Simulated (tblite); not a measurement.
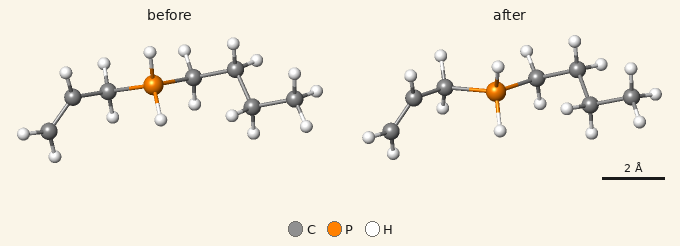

The structure of C₇H₁₆P (charge +1) before (left) and after (right) a relaxation, at one scale.

The picture is a ball-and-stick view, seen from a free direction.

Computed with tblite, GFN2-xTB geometry optimisation, gas phase. 

Q: What changed between the two?

A: The energy falls by 5.59 kcal/mol in 132 geometry steps. An H atom moves most after the best rigid fit: 0.72 Å. Largest moves by element: H 0.72 Å, P 0.37 Å, C 0.24 Å. Some distances before and after: H–P 1.413 → 1.374 Å, C–C 1.356 → 1.320 Å, C–C 1.485 → 1.507 Å, C–H 1.102 → 1.087 Å. Among the angles between lasting bonds that change: C–P–C 102.3° → 113.7°, C–P–H 112.9° → 108.3°, C–P–H 111.8° → 107.3°.
